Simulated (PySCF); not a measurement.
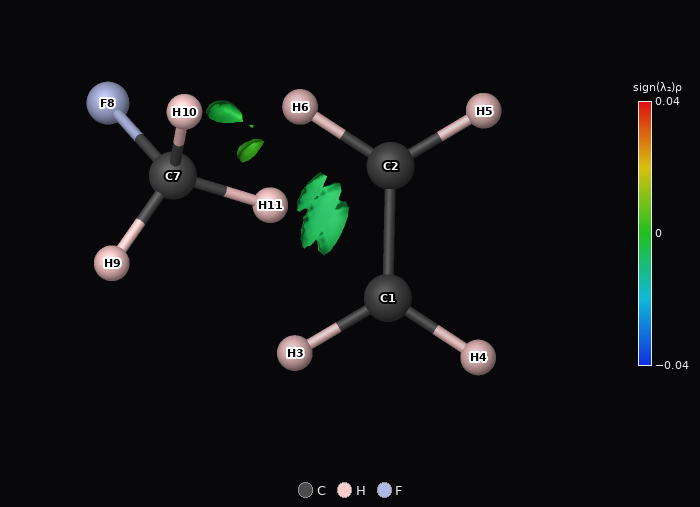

Figure 1: C3H7F, SMILES `C=C.CF`. Non-covalent interaction surfaces between the fragments (reduced density gradient s = 0.4, coloured by sign(λ₂)ρ in a.u.; trimmed to the region between the fragments where ρ is under 0.06 a.u.). Fragment A: H4C2 (atoms 1–6); fragment B: H3CF.

Level of theory: B3LYP/def2-SVP (PySCF), at a geometry from GFN2-xTB.

Coordinates in Å:

```
C1      -2.0768    0.5399   -0.2797
C2      -1.7828   -0.6233    0.2634
H3      -1.5831    0.8923   -1.1709
H4      -2.8267    1.1943    0.1351
H5      -2.2772   -0.9787    1.1533
H6      -1.0328   -1.2744   -0.1548
C7       1.7289    0.5754    0.3276
F8       1.6994   -0.5977   -0.3697
H9       2.0724    1.3599   -0.3476
H10      2.4194    0.4536    1.1627
H11      0.7178    0.7803    0.6818
```

Which interactions hold the two fragments together?

Answer. Bond critical points between the fragments: C2···H11, C–H···C contact, 2.90 Å, ρ = 0.006 a.u.; H6···F8, weak C–H hydrogen bond, 2.82 Å, ρ = 0.004 a.u. All are weak and appear green, as weak hydrogen bonds do. Several contacts close a ring, whose ring point adds a part with positive λ₂ between them. The pose is a local one from a semi-empirical search, not shown to be the most stable.

How strongly are they bound?

Answer. The counterpoise-corrected interaction energy of the frozen fragments is −0.1 kcal/mol without dispersion correction and −1.4 kcal/mol with D3(BJ). The pair geometry is semi-empirical, not a minimum at this level.

Run time: 18 s on 1 thread of Arm Neoverse V1 (shared host), peak memory 0.43 GiB.
